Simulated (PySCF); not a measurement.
Input

```
{"job": {"kind": "epr", "basis": "pcH-1"}, "charge": 0, "multiplicity": 2}
C      2.287008    -0.706930    -0.174670
N      0.992148    -0.769176    -0.176156
C      0.402753     0.363451     0.106201
C     -1.026608     0.606472     0.173706
C     -1.945176    -0.069974    -0.819527
C     -1.949398    -0.508456     0.605810
S      1.582938     1.689869     0.369054
N      2.820036     0.566847     0.000929
H      2.929428    -1.548987    -0.329417
H     -1.280255     1.613552     0.479398
H     -2.783569     0.494907    -1.196947
H     -1.482837    -0.723639    -1.541997
H     -1.489880    -1.455713     0.838663
H     -2.791482    -0.250859     1.229728
H      3.730481     0.706624     0.413310
```

Command:

```sh
OMP_NUM_THREADS=1 python probes_run.py task.json out
```

Geometry: GFN2-xTB.

Theory: UKS B3LYP, pcH-1 on C H N S, non-relativistic, mean-field spin-orbit, GIAO (PySCF).

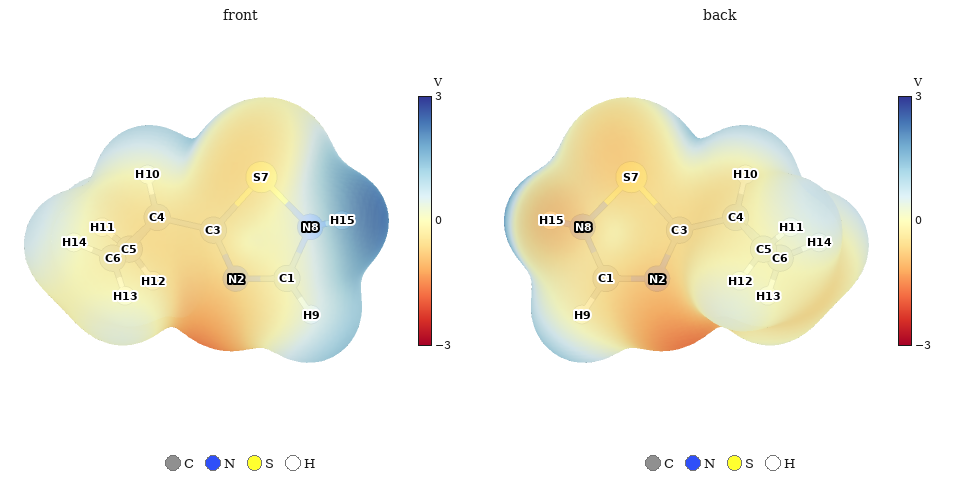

C5H7N2S (SMILES [CH]1N=C(C2CC2)SN1) (doublet). The molecular electrostatic potential painted on the density surface at 0.002 e/bohr³, seen from the front and from behind; red is negative and blue positive.

Question: Where is the surface potential most negative and most positive?

Answer: The most negative region (about −1.6 V) lies over N2, the most positive (about +2.3 V) over H15. N2 is the likeliest acceptor of a hydrogen bond.
